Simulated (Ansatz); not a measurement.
The starting structures come from a database of crystals and need not be the phases stable at ambient conditions.

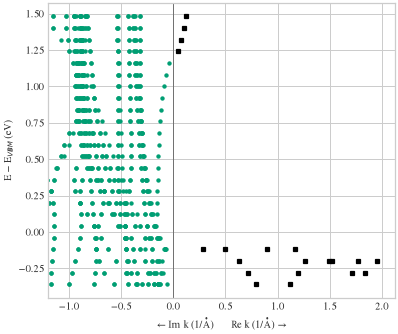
Complex bands at the centre of the two-dimensional zone; PBEsol (Ansatz, a first-principles code)

The gap is the functional's own, uncorrected, and κ follows it; spin-orbit coupling is left out. Mid-gap values are interpolated between the computed energies.

**Question.** This is ZnSnO3 (R-3, not sure to be the ambient phase, 10 atoms a cell, 11.9 Å³ an atom, -7 GPa at this level) along the normal of (100). Read off the slowest decay at the centre of the two-dimensional zone at 0.60 eV, the computed energy nearest the middle of the gap.

**Answer.** κ ≈ 0.14 1/Å, a decay length 1/(2κ) of the density of 3.6 Å.
